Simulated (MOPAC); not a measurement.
Run report: SiPH5Br, property calculation

SiPH5Br, multiplicity 2, computed with PM6, unrestricted, COSMO solvent hexane (MOPAC 23.2.5).

The geometry comes from this level: GFN2-xTB.

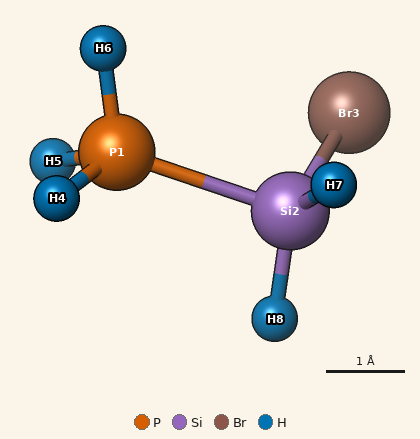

**Figure 1.** The structure as given in the input (ball-and-stick view, seen at a tilt; atoms are numbered from 1 in the order of the input).

Input file (input.mop):
```
BONDS SUPER ENPART SHIFT=50 ITRY=300 1SCF EPS=1.88 MULLIK PM6 THREADS=1 AUX(PRECISION=6)
BrH5PSi, PM6

P     0.000000  0    0.000000  0    0.000000  0   0   0   0
Si    2.364764  1    0.000000  0    0.000000  0   1   0   0
Br    2.186032  1  102.446770  1    0.000000  0   2   1   0
H     1.376181  1  117.508770  1 -179.314360  1   1   2   3
H     1.376995  1  101.018940  1  128.632620  1   1   4   2
H     1.377270  1  100.998490  1  103.147110  1   1   4   5
H     1.452503  1  113.354190  1 -108.523130  1   2   3   1
H     1.452927  1  121.020110  1 -111.162600  1   2   7   1
```

Run on 1 thread of Arm Neoverse N1, 98 GiB of memory available, shared host.

Run as:
```bash
mopac input.mop
```

What the program printed:
```
MOPAC v23.2.5
PM6 CALCULATION RESULTS

 *  PM6        - The PM6 Hamiltonian to be used
 *  EPS=1.88   - USE COSMO IMPLICIT SOLVATION MODEL
 *  1SCF       - DO 1 SCF AND THEN STOP
 *  THREADS=1  - MULTI-THREADING NOT USED
 *  SHIFT      - A DAMPING FACTOR OF   50.00 DEFINED
 *  ITRY=      - DO A MAXIMUM OF   300 ITERATIONS FOR SCF
 *  AUX        - OUTPUT AUXILIARY INFORMATION
 *  ENPART     - ENERGY TO BE PARTITIONED INTO COMPONENTS
 *  BONDS      - FINAL BOND-ORDER MATRIX TO BE PRINTED
 *  SUPER      - PRINT SUPERDELOCALIZABILITIES
 *  MULLIK     - THE MULLIKEN ANALYSIS TO BE PERFORMED
BONDS SUPER ENPART SHIFT=50 ITRY=300 1SCF EPS=1.88 MULLIK PM6 THREADS=1 AUX(PRECISION=6)
 BrH5PSi, PM6

  ATOM    CHEMICAL      BOND LENGTH      BOND ANGLE     TWIST ANGLE
 NUMBER    SYMBOL       (ANGSTROMS)      (DEGREES)       (DEGREES)
   (I)                     NA:I           NB:NA:I       NC:NB:NA:I       NA    NB    NC
     1       P          0.00000000       0.0000000       0.0000000        0     0     0
     2      Si          2.36476400  *    0.0000000       0.0000000        1     0     0
     3      Br          2.18603200  *  102.4467700  *    0.0000000        2     1     0
     4       H          1.37618100  *  117.5087700  * -179.3143600  *     1     2     3
     5       H          1.37699500  *  101.0189400  *  128.6326200  *     1     4     2
     6       H          1.37727000  *  100.9984900  *  103.1471100  *     1     4     5
     7       H          1.45250300  *  113.3541900  * -108.5231300  *     2     3     1
     8       H          1.45292700  *  121.0201100  * -111.1626000  *     2     7     1

          CARTESIAN COORDINATES

    NO.       ATOM           X           Y           Z

     1         P          0.0000      0.0000      0.0000
     2        Si          2.3648      0.0000      0.0000
     3        Br          2.8359      2.1347      0.0000
     4         H         -0.6356     -1.2205      0.0146
     5         H         -0.6269      0.6105     -1.0632
     6         H         -0.6205      0.6321      1.0547
     7         H          2.6543     -0.6536      1.2644
     8         H          2.6560     -0.6535     -1.2646

           Empirical Formula: H5 P Si Br  =     8 atoms

      MOLECULAR POINT GROUP   :   Cs

          UHF CALCULATION, NO. OF ALPHA ELECTRONS =   11
                           NO. OF BETA  ELECTRONS =   10

 -------------------------------------------------------------------------------
 BONDS SUPER ENPART SHIFT=50 ITRY=300 1SCF EPS=1.88 MULLIK PM6 THREADS=1 AUX(PRECISION=6)
 BrH5PSi, PM6

     1SCF WAS SPECIFIED, SO BFGS WAS NOT USED
     SCF FIELD WAS ACHIEVED

                              PM6 CALCULATION

          FINAL HEAT OF FORMATION =        -83.87602 KCAL/MOL =    -350.93725 KJ/MOL
          VAN DER WAALS AREA      =        129.28 SQUARE ANGSTROMS

          DIELECTRIC ENERGY       =         -0.38092 EV
          COSMO AREA              =        129.28 SQUARE ANGSTROMS
          COSMO VOLUME            =        121.11 CUBIC ANGSTROMS

          IONIZATION POTENTIAL    =          6.174413 EV
          ALPHA SOMO LUMO (EV)    =         -6.174 -0.230
          BETA  SOMO LUMO (EV)    =        -10.055 -0.176
          NO. OF ALPHA ELECTRONS  =         11
          NO. OF BETA  ELECTRONS  =         10
          MOLECULAR WEIGHT        =        144.0028         POINT GROUP:  Cs

          MOLECULAR DIMENSIONS (Angstroms)

            Atom       Atom       Distance
            H     4   Br     3     4.82794
            H     5    H     7     3.95093
            H     6    H     8     3.75820

          SCF CALCULATIONS        =          2

          WALL-CLOCK TIME         =      0.031 SECONDS
          COMPUTATION TIME        =      0.029 SECONDS

  ATOM    CHEMICAL      BOND LENGTH      BOND ANGLE     TWIST ANGLE
 NUMBER    SYMBOL       (ANGSTROMS)      (DEGREES)       (DEGREES)
   (I)                     NA:I           NB:NA:I       NC:NB:NA:I       NA    NB    NC
     1       P          0.00000000       0.0000000       0.0000000        0     0     0
     2      Si          2.36476400  *    0.0000000       0.0000000        1     0     0
     3      Br          2.18603200  *  102.4467700  *    0.0000000        2     1     0
     4       H          1.37618100  *  117.5087700  * -179.3143600  *     1     2     3
     5       H          1.37699500  *  101.0189400  *  128.6326200  *     1     4     2
     6       H          1.37727000  *  100.9984900  *  103.1471100  *     1     4     5
     7       H          1.45250300  *  113.3541900  * -108.5231300  *     2     3     1
     8       H          1.45292700  *  121.0201100  * -111.1626000  *     2     7     1

                             CARTESIAN COORDINATES

   1    P        0.000000000     0.000000000     0.000000000
   2   Si        2.364764000     0.000000000     0.000000000
   3   Br        2.835924950     2.134652961     0.000000000
   4    H       -0.635636506    -1.220502782     0.014606058
   5    H       -0.626874423     0.610512168    -1.063211446
   6    H       -0.620513765     0.632059982     1.054673172
   7    H        2.654342033    -0.653566986     1.264420706
   8    H        2.655980673    -0.653458898    -1.264587358

           Empirical Formula: H5 P Si Br  =     8 atoms

      MOLECULAR POINT GROUP   :   Cs

          ALPHA EIGENVALUES
 -28.50599 -24.57632 -19.83089 -16.48814 -16.46904 -13.25598 -12.63283 -11.91235
 -10.42376 -10.27168  -6.17441  -0.23022   0.74583   0.81738   1.84695   1.91935
   2.71780   3.30705   3.31109   3.69895   4.31370   4.57609 115.37842 115.49365
 115.52674 116.46757 116.46799 121.40832 121.86325 122.41609 122.55051 122.97097

           BETA EIGENVALUES
 -27.24234 -24.53676 -19.46271 -16.46161 -16.42153 -13.20062 -12.59520 -11.15726
 -10.20702 -10.05546  -0.17644   0.06779   0.92573   0.97652   2.02815   2.09078
   2.97198   3.32341   3.41545   3.73674   4.34211   4.66270 115.96576 115.96895
 116.27716 116.93001 116.94769 121.42752 121.87769 122.47617 122.65627 123.06233

           SUPERDELOCALIZABILITIES

 Mulliken electronegativity:        8.223049
 Parr & Pople absolute hardness:    2.048636
 Schuurmann MO shift alpha:        -8.223049

 Ehomo:                           -10.271685
 Elumo:                            -6.174413

  a   n        Dn(r)        De(r)   q(r) - Z(r)

  P   1    -0.405129    -0.600574    -4.591028
 Si   2    -1.091394    -0.528866    -3.143236
 Br   3    -1.812579    -0.644839    -3.478897

 Total:    -3.309102    -1.774279

  a   n        piS(r)

  P   1    -0.199807
 Si   2    -0.322045
 Br   3    -0.147910

 Total:    -0.669761

  a   n       homo-1         homo         lumo       lumo+1

  P   1     7.744661     0.009578     1.428484    20.760299
 Si   2     0.497756     2.455066    64.156505    68.909712
 Br   3     2.769966     8.309125    70.733751    73.894495

              NET ATOMIC CHARGES AND DIPOLE CONTRIBUTIONS

  ATOM NO.   TYPE          CHARGE      No. of ELECS.   s-Pop       p-Pop       d-Pop
    1          P           0.370385        4.6296     1.33857     3.27158     0.01947
    2         Si          -0.267556        4.2676     1.33895     2.42302     0.50559
    3         Br          -0.395749        7.3957     1.96937     5.42312     0.00326
    4          H           0.054638        0.9454     0.94536
    5          H           0.071636        0.9284     0.92836
    6          H           0.071407        0.9286     0.92859
    7          H           0.047702        0.9523     0.95230
    8          H           0.047538        0.9525     0.95246
 DIPOLE           X         Y         Z       TOTAL
 POINT-CHG.    -7.810    -4.250     0.001     8.892
 HYBRID        -0.168     0.499     0.000     0.526
 SUM           -7.978    -3.751     0.001     8.816

          ATOMIC ORBITAL ELECTRON POPULATIONS

     Atom    s        px        py        pz      x^2-y^2     xz        z^2       yz        xy
    1  P   1.33857   1.20587   1.03106   1.03464   0.00335   0.00479   0.00299   0.00277   0.00556
    2 Si   1.33895   0.52542   1.05865   0.83895   0.14945   0.01399   0.10487   0.16142   0.07586
    3 Br   1.96937   1.87957   1.62881   1.91474   0.00128   0.00005   0.00048   0.00061   0.00084
    4  H   0.94536
    5  H   0.92836
    6  H   0.92859
    7  H   0.95230
    8  H   0.95246

                    (SZ)    =    0.500000
                    (S**2)  =    0.756730

          ATOMIC ORBITAL SPIN POPULATIONS

    Atom   Total    s     px     py     pz   x^2-y^2  xz     z^2    yz     xy
         Atomic
    1  P -0.0100 -0.000 -0.004 -0.006 -0.001  0.000  0.000  0.000  0.000  0.001
    2 Si  0.7276  0.135  0.026  0.468  0.015  0.051 -0.001 -0.000  0.001  0.032
    3 Br  0.2821  0.017  0.022  0.240  0.004  0.000  0.000  0.000  0.000  0.000
    4  H  0.0222  0.022
    5  H  0.0011  0.001
    6  H  0.0012  0.001
    7  H -0.0120 -0.012
    8  H -0.0121 -0.012

          BONDING CONTRIBUTION OF EACH ALPHA M.O.

  0.0414  0.8424  0.6796  0.9922  1.0139  0.8524  0.9059  0.3624  0.2417  0.3021
  0.1656 -0.6955 -0.5141 -0.3126 -0.1815 -0.1405 -0.3790 -0.8631 -0.8540 -0.9584
 -0.6967 -0.7625 -0.0037 -0.0035 -0.0009 -0.0004 -0.0005 -0.0017 -0.0085 -0.0043
 -0.0056 -0.0127

          BONDING CONTRIBUTION OF EACH BETA  M.O.

  0.1551  0.8528  0.8124  1.0149  1.0135  0.8710  0.9262  0.8125  0.2480  0.2980
 -0.5786 -0.7142 -0.5262 -0.3011 -0.2003 -0.1604 -0.4184 -0.8414 -0.8283 -0.9314
 -0.6986 -0.7674 -0.0010 -0.0022 -0.0031 -0.0009 -0.0015 -0.0013 -0.0086 -0.0041
 -0.0051 -0.0100

            (VALENCIES)   BOND ORDERS

     1  P     (3.805)     5  H 0.980     6  H 0.980     4  H 0.972     2 Si 0.821     3 Br 0.021     7  H 0.010
                          8  H 0.010

     2 Si     (4.195)     7  H 0.947     8  H 0.947     1  P 0.821     3 Br 0.735

     3 Br     (1.032)     2 Si 0.735     1  P 0.021     8  H 0.013     7  H 0.013

     4  H     (0.997)     1  P 0.972

     5  H     (0.995)     1  P 0.980

     6  H     (0.995)     1  P 0.980

     7  H     (0.998)     2 Si 0.947     8  H 0.014     3 Br 0.013     1  P 0.010

     8  H     (0.998)     2 Si 0.947     7  H 0.014     3 Br 0.013     1  P 0.010

            For more detail of energy partitioning, add keyword 'LARGE'

                    Total contribution from hydrogen bonds:         0.000 disp.:    0.000 Tot:     0.000 kcal/mol

***  SUMMARY OF ENERGY PARTITION  ***
 ---------------------------------------
     ONE-CENTER TERMS

 ELECTRON-NUCLEAR  (ONE-ELECTRON)         -711.1087 EV
 ELECTRON-ELECTRON (TWO-ELECTRON)          267.6171 EV

 TOTAL OF ONE-CENTER TERMS                -443.4916 EV
 ---------------------------------------
     TWO-CENTER TERMS

 RESONANCE ENERGY                          -75.1918 EV
 EXCHANGE ENERGY                           -27.4264 EV

 EXCHANGE + RESONANCE ENERGY:             -102.6183 EV

 ELECTRON-ELECTRON REPULSION               743.6051 EV
 ELECTRON-NUCLEAR ATTRACTION             -1512.2213 EV
 NUCLEAR-NUCLEAR REPULSION                 799.7443 EV

 TOTAL ELECTROSTATIC INTERACTION            31.1281 EV

 GRAND TOTAL OF TWO-CENTER TERMS           -71.4902 EV
 ---------------------------------------
 ETOT (EONE + ETWO)                       -514.9818 EV

           MULLIKEN POPULATION ANALYSIS

        MULLIKEN POPULATIONS AND CHARGES

      NO.  ATOM   POPULATION      CHARGE
        1    P     4.260315      0.739685
        2   Si     4.442721     -0.442721
        3   Br     7.386786     -0.386786
        4    H     1.048116     -0.048116
        5    H     1.017684     -0.017684
        6    H     1.018004     -0.018004
        7    H     0.913053      0.086947
        8    H     0.913321      0.086679

 *                    *
 * JOB ENDED NORMALLY *
 *                    *

 TOTAL JOB TIME:             0.04 SECONDS

 == MOPAC DONE ==
```

Key numbers:

| quantity | value |
| --- | --- |
| outcome | converged |
| heat of formation | −83.88 kcal/mol |
| basis functions | 32 |
| ⟨S²⟩ | 0.757 |
| dipole moment | 8.82 D |
| peak memory | 0.072 GiB |

Remarks:

MOPAC's energies along a path are heats of formation.
